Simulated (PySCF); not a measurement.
# FeF₄ (+2): ligand-field states

What do calculations give for the ligand-field states of FeF₄ (+2)?

Programs: PySCF 2.14.0, with routines of our own; each step states its level. All values are computed. Atoms count from 0.

### 1 The starting structure

5 atoms, charge 2, states of the metal's open shell are computed; geometry from: model geometry, bond lengths from ionic radii.

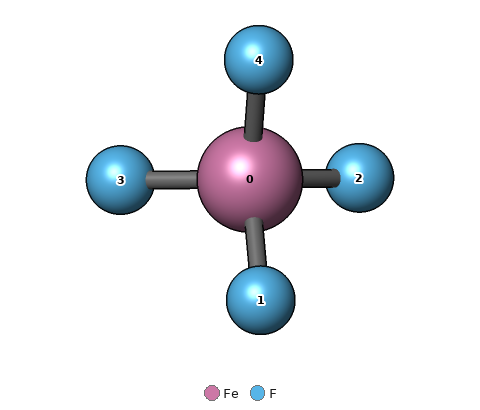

The starting geometry (iron pink, fluorine blue); sticks join atoms by distance alone.

### 2 Ligand-field states: state-averaged CASSCF

Job settings and geometry (Å):

```
{"job": {"kind": "lf", "basis": {"metal": "x2c-TZVPall", "ligand": "x2c-SVPall"}, "nevpt": true}, "charge": 2, "metal": "Fe", "open_shell": "d2"}
Fe     0.000000     0.000000     0.000000
F      0.894893     0.894893     0.894893
F     -0.894893    -0.894893     0.894893
F     -0.894893     0.894893    -0.894893
F      0.894893    -0.894893    -0.894893
```

Level: state-averaged CASSCF of the metal d shell, SC-NEVPT2 on the averaged canonical orbitals, state-interaction spin-orbit coupling.

Run with:

```sh
$ OMP_NUM_THREADS=1 python lf_run.py task.json out
```

The driver reads the jobs from task.json and runs them one after another.

The log of the run:

```text
basis functions 104, electrons 60, active (2e, 5o)
stage 1: DIIS on the effective Fock matrix, level shift 0.30
cycle   1  E = -1664.8215887844  dE = -1.665e+03  max|g| = 1.638e+00
cycle   2  E = -1664.6540619246  dE =  1.675e-01  max|g| = 6.659e-01
cycle   3  E = -1664.2479543075  dE =  4.061e-01  max|g| = 1.656e+00
cycle   4  E = -1662.5334539220  dE =  1.715e+00  max|g| = 2.037e+00
cycle   5  E = -1664.6134978834  dE = -2.080e+00  max|g| = 6.855e-01
cycle   6  E = -1662.9543712849  dE =  1.659e+00  max|g| = 1.962e+00
cycle   7  E = -1664.2789226695  dE = -1.325e+00  max|g| = 9.727e-01
cycle   8  E = -1662.2093481106  dE =  2.070e+00  max|g| = 2.230e+00
cycle   9  E = -1664.6895824676  dE = -2.480e+00  max|g| = 6.552e-01
cycle  10  E = -1664.3638517500  dE =  3.257e-01  max|g| = 9.575e-01
cycle  11  E = -1664.5983904572  dE = -2.345e-01  max|g| = 7.574e-01
cycle  12  E = -1664.3129402733  dE =  2.855e-01  max|g| = 9.975e-01
cycle  13  E = -1661.6684170674  dE =  2.645e+00  max|g| = 2.418e+00
cycle  14  E = -1664.8396877485  dE = -3.171e+00  max|g| = 5.385e-01
cycle  15  E = -1663.7399456227  dE =  1.100e+00  max|g| = 1.457e+00
stage 2: quasi-Newton rotations from the point of smallest gradient
cycle  17  E = -1665.5030633878  dE = -6.634e-01  max|g| = 7.565e-01
cycle  18  E = -1666.5018075416  dE = -9.987e-01  max|g| = 6.112e-01
cycle  20  E = -1666.8060293670  dE = -3.042e-01  max|g| = 9.202e-01
cycle  21  E = -1667.1967261082  dE = -3.907e-01  max|g| = 4.312e-01
cycle  22  E = -1667.3239640732  dE = -1.272e-01  max|g| = 1.184e-01
cycle  23  E = -1667.3332942524  dE = -9.330e-03  max|g| = 6.693e-02
cycle  24  E = -1667.3355504356  dE = -2.256e-03  max|g| = 2.551e-02
cycle  25  E = -1667.3364656891  dE = -9.153e-04  max|g| = 8.589e-03
cycle  26  E = -1667.3367967869  dE = -3.311e-04  max|g| = 8.492e-03
cycle  27  E = -1667.3368614791  dE = -6.469e-05  max|g| = 4.968e-03
cycle  28  E = -1667.3368755820  dE = -1.410e-05  max|g| = 6.892e-04
cycle  29  E = -1667.3368772996  dE = -1.718e-06  max|g| = 4.120e-04
cycle  30  E = -1667.3368774572  dE = -1.576e-07  max|g| = 1.337e-04
cycle  31  E = -1667.3368774761  dE = -1.885e-08  max|g| = 2.299e-05
cycle  32  E = -1667.3368774776  dE = -1.535e-09  max|g| = 1.516e-05
cycle  33  E = -1667.3368774777  dE = -1.576e-10  max|g| = 2.676e-06
converged average energy = -1667.3368774777

 mult deg   label        CASSCF/cm-1   NEVPT2/cm-1
   3   1   3A2                 0.0           0.0
   1   2   1E              12733.8       11528.8
   1   1   1A1             23526.9       20574.1
   3   3   3T2             19275.7       23782.9
   3   3   3T1             25272.0       29013.1
   1   3   1T2             31716.9       30381.0
   1   3   1T1             33004.8       32348.0
   3   3   3T1             43604.1       39020.0
   1   3   1T2             58217.3       44014.7
   1   2   1E              48189.9       44302.2
   1   1   1A1             75192.8       48961.1

spin-orbit levels / cm-1
      0.00  x3  3A2 1.00
  11516.58  x2  1E 1.00
  20563.20  x1  1A1 1.00
  23745.46  x1  3T2 1.00
  23762.53  x1  3T2 1.00
  23762.55  x2  3T2 1.00
  23810.64  x2  3T2 1.00
  23813.07  x2  3T2 1.00
  23813.08  x1  3T2 1.00
  28924.05  x3  3T1 1.00
  28936.36  x2  3T1 1.00
  29122.12  x1  3T1 1.00
  29122.13  x2  3T1 1.00
  29223.75  x1  3T1 1.00
  30382.06  x1  1T2 1.00
  30382.07  x1  1T2 1.00
  30382.11  x1  1T2 1.00
  32359.21  x1  1T1 1.00
  32359.23  x1  1T1 1.00
  32359.25  x1  1T1 1.00
  38887.11  x1  3T1 1.00
  38974.23  x1  3T1 1.00
  38974.26  x1  3T1 1.00
  38974.28  x1  3T1 1.00
  39120.89  x2  3T1 1.00
  39131.81  x1  3T1 1.00
  39131.83  x1  3T1 1.00
  39131.86  x1  3T1 1.00
  44041.10  x1  1T2 1.00
  44041.15  x1  1T2 1.00
```

It took 5.3 s on 1 thread of Arm Neoverse V2, shared host; peak memory 0.24 GiB.

Warnings kept with the result: strongly covalent, metal-shell active space is small for this complex.

In short:

```
             quantity     value
spin-orbit constant ζ  292 cm⁻¹
```

Powder susceptibility:

```
T (K)  χT (cm³ K/mol)  μ(eff)
    2           0.973    2.79
    5           0.973    2.79
   10           0.974    2.79
   20           0.974    2.79
   30           0.974    2.79
   50           0.974    2.79
   75           0.975    2.79
  100           0.976    2.79
  150           0.977    2.79
  200           0.978    2.80
  250           0.979    2.80
  300           0.980    2.80
```

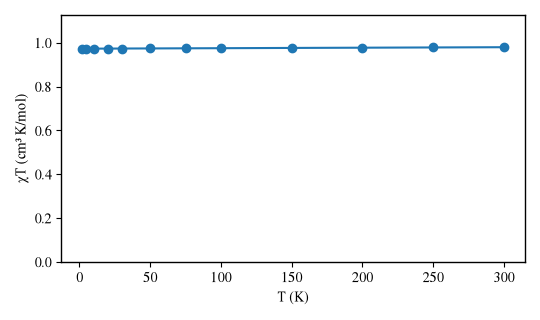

χT against temperature.

The fields below are evaluated on a grid from the run's orbitals.

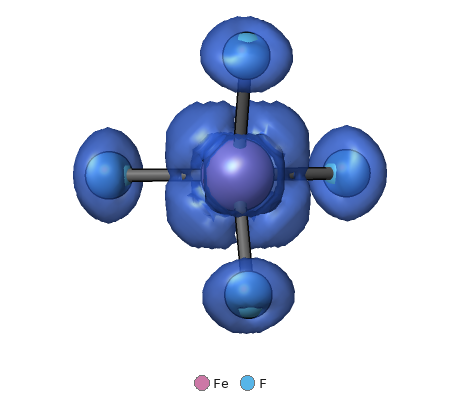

Spin density at ±0.1 e/Å³ (alpha excess blue, beta excess red).

In these pictures sticks join atoms by distance alone, so bonds to metals can be missing or extra.

### 3 Ligand-field states: state-averaged CASSCF (bond length × 0.92)

Job settings and geometry (Å):

```
{"job": {"kind": "lf", "basis": {"metal": "x2c-TZVPall", "ligand": "x2c-SVPall"}, "nevpt": true, "reuse": true}, "charge": 2, "metal": "Fe", "open_shell": "d2"}
Fe     0.000000     0.000000     0.000000
F      0.823301     0.823301     0.823302
F     -0.823301    -0.823301     0.823302
F     -0.823301     0.823301    -0.823302
F      0.823301    -0.823301    -0.823302
```

Level: state-averaged CASSCF of the metal d shell, SC-NEVPT2 on the averaged canonical orbitals, state-interaction spin-orbit coupling.

The log of the run:

```text
basis functions 104, electrons 60, active (2e, 5o)
start from the orbitals of the previous structure
stage 1: DIIS on the effective Fock matrix, level shift 0.30
cycle   1  E = -1661.9518580792  dE = -1.662e+03  max|g| = 6.459e+00
cycle   2  E = -1663.9215880225  dE = -1.970e+00  max|g| = 1.516e+00
cycle   3  E = -1663.8367767447  dE =  8.481e-02  max|g| = 1.940e+00
cycle   4  E = -1667.1662226680  dE = -3.329e+00  max|g| = 2.748e-01
cycle   5  E = -1667.2137900729  dE = -4.757e-02  max|g| = 1.159e-01
cycle   6  E = -1667.1727394815  dE =  4.105e-02  max|g| = 3.664e-01
cycle   7  E = -1667.0915925349  dE =  8.115e-02  max|g| = 5.686e-01
cycle   8  E = -1667.1332415358  dE = -4.165e-02  max|g| = 4.739e-01
cycle   9  E = -1667.1671946638  dE = -3.395e-02  max|g| = 3.773e-01
cycle  10  E = -1667.1783668991  dE = -1.117e-02  max|g| = 3.398e-01
cycle  11  E = -1667.1856867885  dE = -7.320e-03  max|g| = 3.147e-01
cycle  12  E = -1667.1936968511  dE = -8.010e-03  max|g| = 2.863e-01
cycle  13  E = -1667.2056114190  dE = -1.191e-02  max|g| = 2.334e-01
cycle  14  E = -1667.2139712181  dE = -8.360e-03  max|g| = 1.854e-01
cycle  15  E = -1667.2182718774  dE = -4.301e-03  max|g| = 1.532e-01
stage 2: quasi-Newton rotations from the point of smallest gradient
cycle  18  E = -1667.2236641017  dE = -9.874e-03  max|g| = 4.030e-02
cycle  19  E = -1667.2272775127  dE = -3.613e-03  max|g| = 8.195e-03
cycle  20  E = -1667.2274589678  dE = -1.815e-04  max|g| = 3.011e-03
cycle  21  E = -1667.2274802668  dE = -2.130e-05  max|g| = 1.682e-03
cycle  22  E = -1667.2274904177  dE = -1.015e-05  max|g| = 7.441e-04
cycle  23  E = -1667.2274917071  dE = -1.289e-06  max|g| = 1.965e-04
cycle  24  E = -1667.2274917982  dE = -9.101e-08  max|g| = 4.959e-05
cycle  25  E = -1667.2274918041  dE = -5.986e-09  max|g| = 2.931e-05
cycle  26  E = -1667.2274918051  dE = -9.220e-10  max|g| = 1.665e-05
cycle  27  E = -1667.2274918055  dE = -4.884e-10  max|g| = 1.491e-06
converged average energy = -1667.2274918055

 mult deg   label        CASSCF/cm-1   NEVPT2/cm-1
   3   1   3A2                 0.0           0.0
   1   2   1E              11869.6       10255.0
   1   1   1A1             21964.3       18327.9
   3   3   3T2             24853.5       24041.0
   3   3   3T1             31722.2       29192.2
   1   3   1T2             38356.0       31643.3
   1   3   1T1             39120.2       33491.2
   3   3   3T1             53532.6       45759.0
   1   3   1T2             67825.7       52268.6
   1   2   1E              59238.7       52372.6
   1   1   1A1             84916.9       59700.7

spin-orbit levels / cm-1
      0.00  x3  3A2 1.00
  10244.66  x2  1E 1.00
  18320.17  x1  1A1 1.00
  24023.68  x1  3T2 1.00
  24036.25  x2  3T2 1.00
  24036.28  x1  3T2 1.00
  24064.39  x2  3T2 1.00
  24064.42  x1  3T2 1.00
  24065.65  x1  3T2 1.00
  24065.69  x1  3T2 1.00
  29116.80  x2  3T1 1.00
  29116.83  x1  3T1 1.00
  29127.21  x1  3T1 1.00
  29127.25  x1  3T1 1.00
  29291.53  x2  3T1 1.00
  29291.56  x1  3T1 1.00
  29384.11  x1  3T1 1.00
  31650.38  x1  1T2 1.00
  31650.43  x1  1T2 1.00
  31650.45  x1  1T2 1.00
  33502.92  x1  1T1 1.00
  33502.99  x1  1T1 1.00
  33503.00  x1  1T1 1.00
  45633.56  x1  3T1 1.00
  45711.69  x1  3T1 1.00
  45711.72  x1  3T1 1.00
  45711.73  x1  3T1 1.00
  45855.30  x1  3T1 1.00
  45855.34  x1  3T1 1.00
  45861.32  x1  3T1 1.00
```

Wall time 3.4 s (1 thread of Arm Neoverse V2, shared host); peak memory 0.25 GiB.

Warnings kept with the result: strongly covalent, metal-shell active space is small for this complex.

In short:

```
             quantity     value
spin-orbit constant ζ  292 cm⁻¹
```

Powder susceptibility:

```
T (K)  χT (cm³ K/mol)  μ(eff)
    2           0.973    2.79
   20           0.974    2.79
  100           0.976    2.79
  300           0.980    2.80
```

### 4 Ligand-field states: state-averaged CASSCF (bond length × 0.96)

Job settings and geometry (Å):

```
{"job": {"kind": "lf", "basis": {"metal": "x2c-TZVPall", "ligand": "x2c-SVPall"}, "nevpt": true, "reuse": true}, "charge": 2, "metal": "Fe", "open_shell": "d2"}
Fe     0.000000     0.000000     0.000000
F      0.859097     0.859097     0.859097
F     -0.859097    -0.859097     0.859097
F     -0.859097     0.859097    -0.859097
F      0.859097    -0.859097    -0.859097
```

Method: state-averaged CASSCF of the metal d shell, SC-NEVPT2 on the averaged canonical orbitals, state-interaction spin-orbit coupling.

The log of the run:

```text
basis functions 104, electrons 60, active (2e, 5o)
start from the orbitals of the previous structure
stage 1: DIIS on the effective Fock matrix, level shift 0.30
cycle   1  E = -1665.6503944157  dE = -1.666e+03  max|g| = 3.774e+00
cycle   2  E = -1667.2555687776  dE = -1.605e+00  max|g| = 2.931e-01
cycle   3  E = -1667.2303667359  dE =  2.520e-02  max|g| = 4.565e-01
cycle   4  E = -1667.3031615176  dE = -7.279e-02  max|g| = 1.064e-01
cycle   5  E = -1667.3045549579  dE = -1.393e-03  max|g| = 1.004e-01
cycle   6  E = -1667.3079175865  dE = -3.363e-03  max|g| = 3.273e-02
cycle   7  E = -1667.3082439282  dE = -3.263e-04  max|g| = 1.634e-02
cycle   8  E = -1667.3083240371  dE = -8.011e-05  max|g| = 8.666e-03
cycle   9  E = -1667.3083474480  dE = -2.341e-05  max|g| = 3.743e-03
cycle  10  E = -1667.3083519074  dE = -4.459e-06  max|g| = 1.150e-03
...
cycle  31  E = -1667.3083537010  dE =  1.656e-08  max|g| = 1.241e-04
cycle  32  E = -1667.3083536591  dE =  4.187e-08  max|g| = 2.344e-04
cycle  33  E = -1667.3083535528  dE =  1.063e-07  max|g| = 3.622e-04
cycle  34  E = -1667.3083532927  dE =  2.601e-07  max|g| = 5.664e-04
cycle  35  E = -1667.3083526752  dE =  6.175e-07  max|g| = 9.068e-04
cycle  36  E = -1667.3083511496  dE =  1.526e-06  max|g| = 1.458e-03
stage 2: quasi-Newton rotations from the point of smallest gradient
cycle  38  E = -1667.3083537269  dE =  2.685e-10  max|g| = 3.861e-05
cycle  39  E = -1667.3083537276  dE = -6.871e-10  max|g| = 1.778e-05
cycle  40  E = -1667.3083537274  dE =  1.505e-10  max|g| = 1.899e-05
cycle  41  E = -1667.3083537277  dE = -2.703e-10  max|g| = 1.775e-06
converged average energy = -1667.3083537277

 mult deg   label        CASSCF/cm-1   NEVPT2/cm-1
   3   1   3A2                 0.0           0.0
   1   2   1E              12121.6       10649.7
   1   1   1A1             22341.5       18932.2
   3   3   3T2             21727.1       22464.7
   3   3   3T1             28157.3       27689.6
   1   3   1T2             34778.6       29532.0
   1   3   1T1             35827.2       31477.2
   3   3   3T1             47724.6       40625.5
   1   3   1T2             61809.5       46518.9
   1   2   1E              52977.5       47005.7
   1   1   1A1             78895.5       52910.3

spin-orbit levels / cm-1
      0.00  x3  3A2 1.00
  10637.07  x2  1E 1.00
  18921.86  x1  1A1 1.00
  22432.67  x1  3T2 1.00
  22450.73  x3  3T2 1.00
  22495.01  x3  3T2 1.00
  22495.48  x2  3T2 1.00
  27607.77  x2  3T1 1.00
  27607.80  x1  3T1 1.00
  27620.32  x2  3T1 1.00
  27796.11  x1  3T1 1.00
  27796.14  x2  3T1 1.00
  27896.97  x1  3T1 1.00
  29537.17  x2  1T2 1.00
  29537.19  x1  1T2 1.00
  31490.10  x2  1T1 1.00
  31490.15  x1  1T1 1.00
  40500.01  x1  3T1 1.00
  40580.99  x1  3T1 1.00
  40581.08  x1  3T1 1.00
  40581.11  x1  3T1 1.00
  40723.57  x2  3T1 1.00
  40731.59  x1  3T1 1.00
  40731.63  x1  3T1 1.00
  40731.71  x1  3T1 1.00
  46544.34  x1  1T2 1.00
  46544.60  x1  1T2 1.00
  46544.71  x1  1T2 1.00
  47031.98  x2  1E 1.00
  52944.04  x1  1A1 1.00
```

It took 4.1 s on 1 thread of Arm Neoverse V2, shared host; peak memory 0.25 GiB.

Warnings kept with the result: strongly covalent, metal-shell active space is small for this complex.

Key values:

```
             quantity     value
spin-orbit constant ζ  295 cm⁻¹
```

Powder susceptibility:

```
T (K)  χT (cm³ K/mol)  μ(eff)
    2           0.971    2.79
   20           0.972    2.79
  100           0.973    2.79
  300           0.978    2.80
```

(Part 1 of 2 ends here.)
